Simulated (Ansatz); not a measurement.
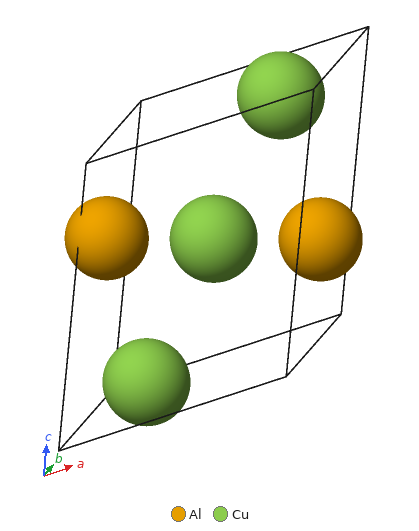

The figure gives a spheres-only picture of the atoms, viewed slightly off an axis. Lines trace the edges of the cell (the run's own, in a reduced setting).

```yaml
crystal:
  lattice:
    - [-2.08396, 3.60952, 0.00000]
    - [-4.16792, 0.00000, 0.00000]
    - [-2.08396, 1.20317, 4.33198]
  atoms:
    - { symbol: Al, position: [0.10300, 0.10300, 0.69099] }
    - { symbol: Al, position: [0.89700, 0.89700, 0.30901] }
    - { symbol: Cu, position: [0.69856, 0.69856, 0.90433] }
    - { symbol: Cu, position: [0.30144, 0.30144, 0.09567] }
    - { symbol: Cu, position: [0.50000, 0.50000, 0.50000] }
```

Results below were computed with Ansatz 0.2.0, DFT PBE, scalar-relativistic, plane waves, PAW; the settings were E_cut = 420 eV, k-points about 0.15 Å⁻¹ apart, Gaussian smearing of 0.1 eV, no spin polarisation.

How are the electrons shared out in a Bader analysis?

Answer. Al +1.17 e; Cu -1.04 to -0.65 e.

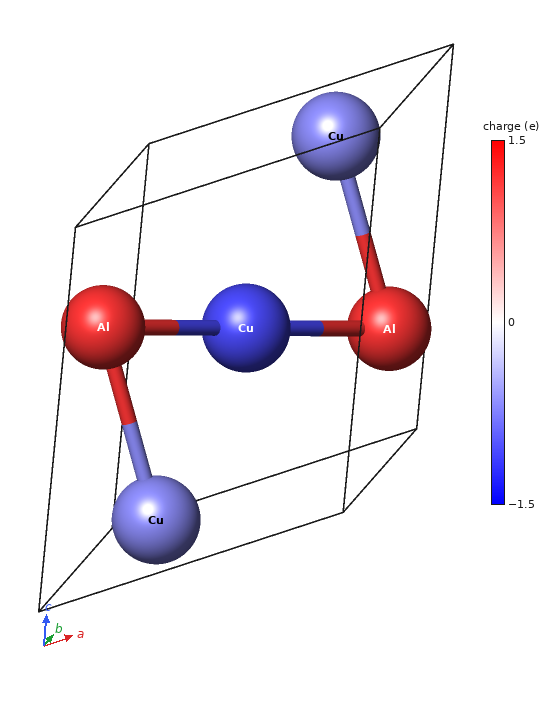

The atoms coloured by those charges.

Its origin is a structure type filled with these elements by a generator (whether the compound takes this form wasn't checked). Earlier steps of the study, as a rule a relaxation of our own, may have changed the cell and positions, so they can lie some per cent off the listed ones. It was run through Ansatz as a DFT input.
